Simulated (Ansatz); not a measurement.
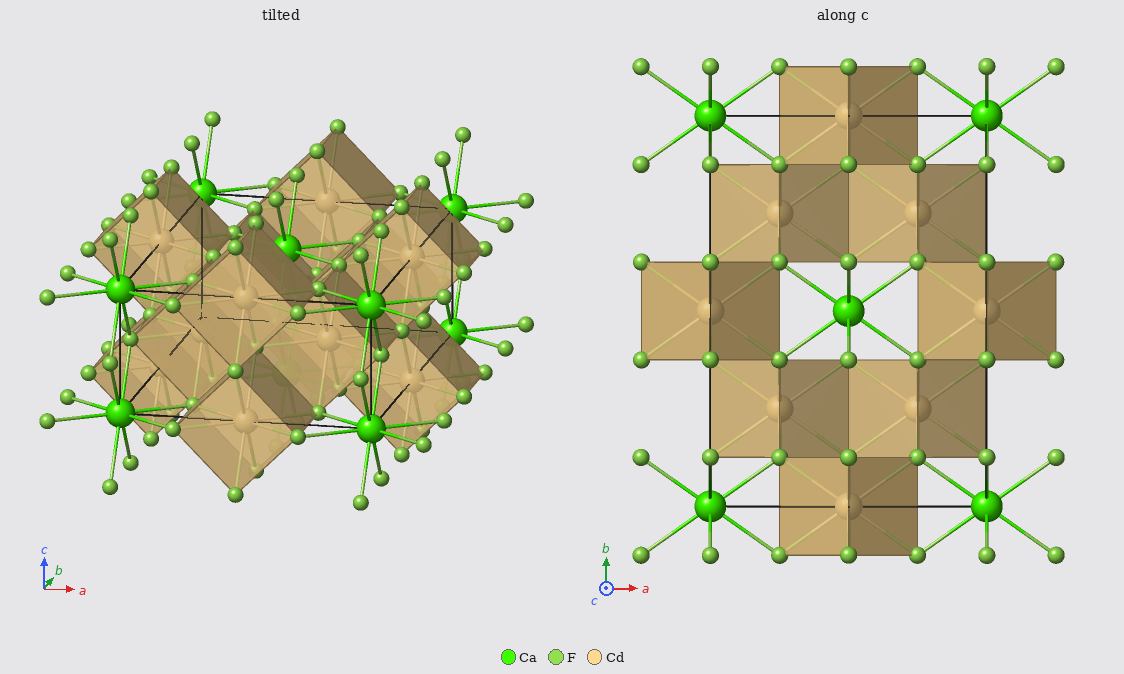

We look at a polyhedral model of the crystal slightly off an axis and along the c axis. The wireframe shows the conventional unit cell. A few atoms beyond the faces are included.

CaCd$_{3}$F$_{8}$, space group Cmmm (No. 65), a = 7.643 Å, b = 10.804 Å, c = 3.817 Å, α = 90.00°, β = 90.00°, γ = 90.00°. The initial geometry was a structure type filled with these elements by a generator (whether the compound takes this form wasn't checked). Earlier steps of the study, as a rule a relaxation of our own, may have changed the cell and positions, so they can lie some per cent off the listed ones. It was the input of a calculation with Ansatz.

This one geometry was computed with Ansatz (DFT, plane waves, PAW) at five levels of theory: r2SCAN, PBE, PBE0, PBE with spin-orbit coupling and HSE06. It was relaxed beforehand with r2SCAN.

Question: Which level gives the highest pressure at this volume, and what does that say about its equilibrium volume?

Answer: Highest: PBE (4.9 GPa) and PBE with spin-orbit coupling (4.9 GPa), which points to the largest equilibrium volume. Lowest, with the smallest volume: r2SCAN (0.0 GPa). Levels within 0.5 GPa of each other can't be told apart.

Question: How does the band gap change with the level of theory?

Answer: PBE with spin-orbit coupling: a gap of 3.67 eV, indirect; PBE: a gap of 3.67 eV, indirect; r2SCAN: a gap of 4.35 eV, indirect; HSE06: a gap of 5.76 eV, indirect; PBE0: a gap of 6.51 eV, indirect.

Question: Collect the results in a table.

Answer:
| level | cutoff (eV) | k-mesh of the run's cell | gap (eV) | pressure (GPa) |
| --- | --- | --- | --- | --- |
| r2SCAN | 500 | 4×4×6 | 4.35 | 0.0 |
| PBE | 420 | 4×4×6 | 3.67 | 4.9 |
| PBE0 | 420 | 2×2×4 | 6.51 | 1.4 |
| PBE with spin-orbit coupling | 420 | 4×4×6 | 3.67 | 4.9 |
| HSE06 | 420 | 2×2×4 | 5.76 | 1.7 |

Gaps are taken on the k-mesh or band path of each run.
